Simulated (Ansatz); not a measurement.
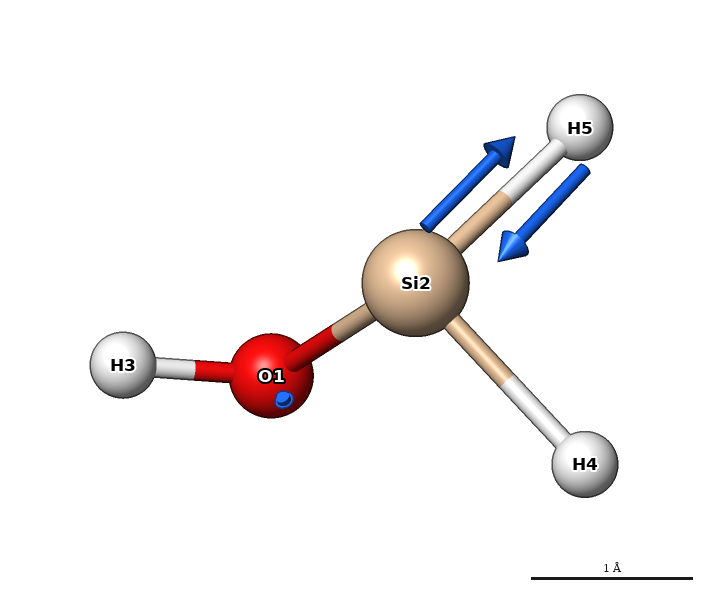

Arrows show the forces on the atoms, 2 Å of arrow for 1 eV/Å; forces under a tenth of the largest aren't drawn. State: charge −1, singlet. Level of theory: r2SCAN-D4/def2-TZVPPD (Ansatz 0.2.0).

> Along which bond is the force strongest?

Si2–H5, now 1.590 Å: the forces pull its atoms together, so a first step downhill shortens it.

List the force components in the frame of the picture (x right, y up, z towards the viewer), in eV/Å.

| atom | Fx | Fy | Fz |
| --- | --- | --- | --- |
| O1 | 0.02 | −0.03 | −0.04 |
| Si2 | 0.28 | 0.29 | −0.14 |
| H3 | −0.03 | 0.01 | 0.00 |
| H4 | 0.01 | 0.02 | −0.02 |
| H5 | −0.27 | −0.29 | 0.20 |
